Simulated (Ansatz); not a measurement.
**Geometry relaxation of CH$_{7}$NSi$_{2}$**

CH$_{7}$NSi$_{2}$, computed with RKS BHLYP-d4/aug-cc-pVDZ (Ansatz 0.2.0).

The run did not end well. The geometry comes from this level: PBE0-D4/def2-TZVP.

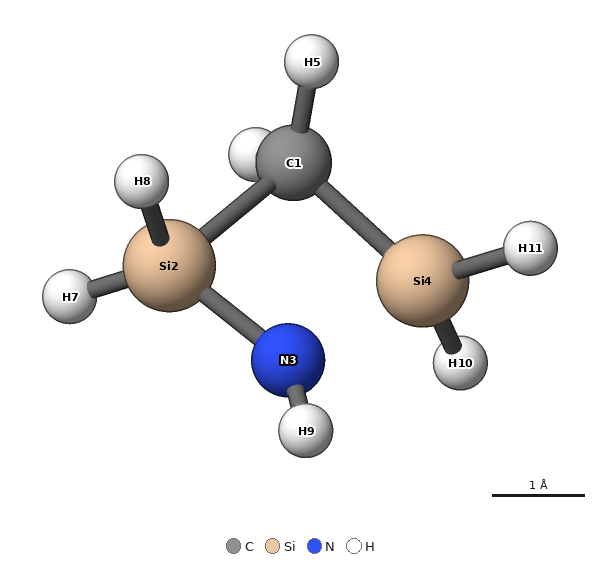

The starting structure (ball-and-stick view, seen at a tilt; atoms are numbered from 1 in the order of the input). Bond lengths as drawn: C–H 1.22 to 1.27 Å, C–Si 1.92 to 2.07 Å, H–N 0.93 Å, H–Si 1.28 to 1.58 Å and N–Si 1.70 Å.

### The input
```yaml
crystal:
  periodic: [false, false, false]
  atoms:
    - {symbol: C, position_ang: [-1.100736, -0.171724, -0.505504]}
    - {symbol: Si, position_ang: [-0.240589, -0.467995, 1.355009]}
    - {symbol: N, position_ang: [1.223845, 0.084568, 0.684779]}
    - {symbol: Si, position_ang: [0.595670, 0.229292, -1.315287]}
    - {symbol: H, position_ang: [-1.905811, 0.751467, -0.492425]}
    - {symbol: H, position_ang: [-1.630058, -1.261995, -0.896004]}
    - {symbol: H, position_ang: [-0.441629, -1.602387, 1.912149]}
    - {symbol: H, position_ang: [-0.844855, 0.701688, 2.227517]}
    - {symbol: H, position_ang: [2.110786, 0.252989, 0.914441]}
    - {symbol: H, position_ang: [1.253362, -0.764716, -2.190972]}
    - {symbol: H, position_ang: [0.902763, 1.687193, -1.733438]}
basis:
  gaussian: {orbitals: aug-cc-pVDZ}
hamiltonian: {xc: {name: BHLYP}, dispersion: d4}
relax: {f_tol: 0.0001, max_steps: 1}
output: {forces: true}
```

Hardware: 2 threads of Arm Neoverse V2, 23 GiB of memory available, shared host.

Launched with:
```bash
ansatz run in.yaml --threads 2 --pin off --events-out ev --progress --plain --max-ram 4352MiB
```

### The program's output
```
Functional definition: BHLYP
  name "BHLYP"
  cite "Becke, J. Chem. Phys. 98, 1372 (1993) doi:10.1063/1.464304"
  cite "Becke, Phys. Rev. A 38, 3098 (1988) doi:10.1103/PhysRevA.38.3098"
  cite "Lee, Yang & Parr, Phys. Rev. B 37, 785 (1988) doi:10.1103/PhysRevB.37.785"
  parameter a = 0.5
  exchange = (1 - a)*b88_x + a*exact_x
  correlation = lyp_c
1714 factors; integrals over basis functions are off by at most 3.0e-4 eV
mean field evaluation 1: about -18383.1571 eV, gradient 6.7e1 eV
mean field evaluation 2: about -18372.7812 eV, gradient 8.9e1 eV
mean field evaluation 4: about -18392.9868 eV, gradient 6.1e0 eV
mean field evaluation 8: about -18393.0820 eV, gradient 1.2e-1 eV
mean field evaluation 16: about -18393.0821 eV, gradient 2.9e-5 eV
mean field -18393.08210688 eV, -675.9333001488 hartree, gradient 2.9e-5 eV, S^2 0.000000; 0 other end points of the search recorded, 0 dependent functions left out
the calculation of the forces begins
reference -18393.08236804 eV, -675.9333097464 hartree; 24, 24 occupied and 139, 139 virtual orbitals, 1714 factors
relax step   1: F+E_penalty+E_count = -18393.41470304 eV  Δ(F+E_penalty+E_count) = +0.000e0 eV  max|allowed force component| = 7.820e0 eV/Å  Δτ_max = 0.0000 Å  (29 SCF iters, accepted)
Error: geometry relaxation did not converge after 1 steps: max|allowed force component| = 7.82e0 eV/Å (threshold 1.0e-4). Raise `relax.max_steps` over both its present limit and 1, loosen `relax.f_tol`, or start from a geometry closer to equilibrium. Where this run's directory can be resumed (`checkpoint.write`), a resume goes on for up to `relax.max_steps` more
```

### Outcome

```json
{"quantity": "outcome", "value": "not converged"}
{"quantity": "wall time", "value": "9 s (CPU time 17 s)"}
{"quantity": "peak memory", "value": "0.45 GiB"}
```

The input was spoiled on purpose: the optimiser is allowed too few steps. The run did not converge: “geometry relaxation did not converge after 1 steps: max|allowed force component| = 7.82e0 eV/Å (threshold 1.0e-4). Raise `relax.max_steps` over both its present limit and 1, loosen `relax.f_tol`, or start from a geometry closer to equilibrium …” Its last values are not results.
